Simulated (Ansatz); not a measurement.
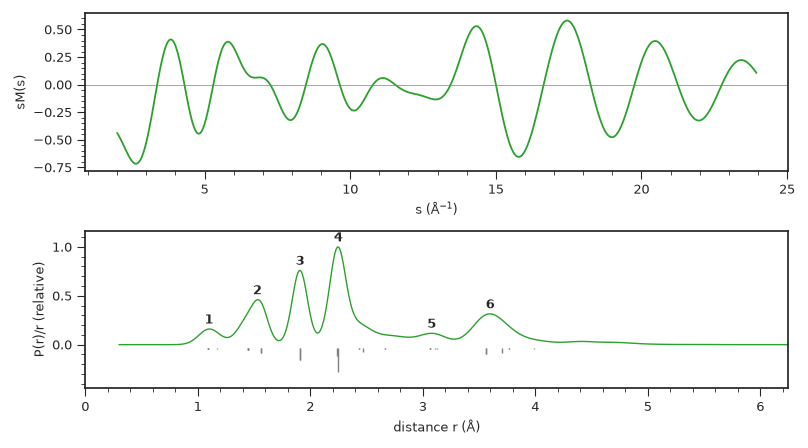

Simulated gas electron diffraction: reduced molecular intensity sM(s) from the Debye equation in the first Born approximation (top) and the radial distribution curve (bottom) of C2H9BSi2. Each pair of atoms contributes with weight ZᵢZⱼ/r (bars below the curve); damping constant 0.001 Å²; vibrational amplitudes assumed, not computed: 0.05 Å for bonds, 0.078 Å for bonds to H, 0.06 + 0.015 r up to 0.15 Å for other pairs. The geometry is the end point of an optimisation (RKS PBE0-D4/STO-3G in Ansatz); it may be a saddle point or a higher isomer.

Q: Which pairs of atoms lie under the numbered peaks? Mark bonded pairs by – and others by ···.

A: Peak 1, 1.10 Å: C–H 1.09 Å (×4), B–H 1.17 Å, not resolved
Peak 2, 1.53 Å: Si–H 1.44–1.45 Å (×4), C–B 1.56 Å (×2), not resolved
Peak 3, 1.91 Å: Si–C 1.91 Å (×2)
Peak 4, 2.25 Å: Si···B 2.24 Å, Si–Si 2.24 Å, C···C 2.47 Å, not resolved
Peak 5, 3.08 Å: Si···H 3.06–3.13 Å (×5), not resolved
Peak 6, 3.60 Å: Si···C 3.56 Å (×2), Si···B 3.70 Å, Si···H 3.77 Å (×2), not resolved
